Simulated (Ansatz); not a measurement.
# C₂H₅NO: how energies converge with the basis set

Aim: see how fast density functionals converge with the basis set for C₂H₅NO.

Computed with Ansatz 0.2.0, Gaussian basis. Level: one geometry, several basis sets.

Plan: PBE0-D4/def2-SVP; ωB97M-V/def2-SVP; PBE0-D4/def2-QZVPP; ωB97M-V/def2-QZVPP; the functionals' def2-TZVPP values are taken from earlier runs.

## Step 1: Structure used throughout

All runs share one geometry, relaxed beforehand with PBE0-D4 in a triple-zeta def2 set.

SMILES `C1NCO1`, 9 atoms, charge 0, spin multiplicity 1.

Atoms are counted from 1 here; the program's logs count them from 0.

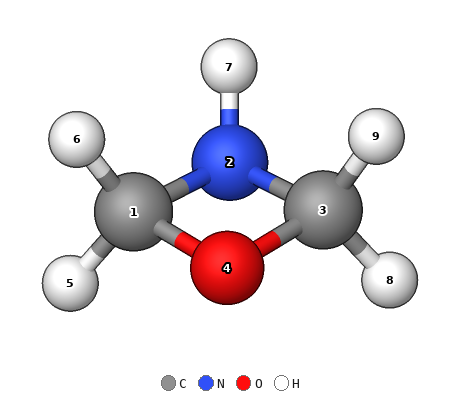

The geometry (carbon grey, nitrogen blue, oxygen red, hydrogen white); atoms are numbered from 1 in the order of the file.

## Step 2: PBE0-D4 in def2-SVP

in.yaml

```yaml
crystal:
  periodic: [false, false, false]
  atoms:
    - {symbol: C, position_ang: [-0.141549, 0.791619, -0.615424]}
    - {symbol: N, position_ang: [0.721392, -0.376635, -0.428274]}
    - {symbol: C, position_ang: [-0.223110, -0.778258, 0.616295]}
    - {symbol: O, position_ang: [-1.106123, 0.297851, 0.310373]}
    - {symbol: H, position_ang: [-0.557912, 0.890453, -1.624452]}
    - {symbol: H, position_ang: [0.291637, 1.752061, -0.301099]}
    - {symbol: H, position_ang: [1.636633, -0.142315, -0.069019]}
    - {symbol: H, position_ang: [-0.695263, -1.753250, 0.449789]}
    - {symbol: H, position_ang: [0.162797, -0.727825, 1.644611]}
basis:
  gaussian: {orbitals: def2-SVP}
hamiltonian: {xc: pbe0, dispersion: d4}
output: {orbitals: {seedname: orbitals}}
```

Command:

```
$ ansatz run in.yaml --threads 2 --pin off --events-out ev --progress --plain --max-ram 4352MiB
```

Further steps of the session: ωB97M-V in def2-SVP; PBE0-D4 in def2-QZVPP; ωB97M-V in def2-QZVPP.

Q: Predict the results of all the runs planned. Wanted: PBE0-D4: double and triple zeta above quadruple; ωB97M-V: double and triple zeta above quadruple.

As calculated:

| quantity | value |
| --- | --- |
| PBE0-D4: double and triple zeta above quadruple | 6.90, 0.32 eV |
| ωB97M-V: double and triple zeta above quadruple | 7.12, 0.31 eV |

PBE0-D4 gains 6.58 eV from double to triple zeta, then 0.32 eV more. Total energies overstate the basis error of differences, where much of it tends to cancel. The LUMO of ωB97M-V is positive and keeps falling with the basis (3.34 to 1.72 eV): an unbound level that the basis holds in place.
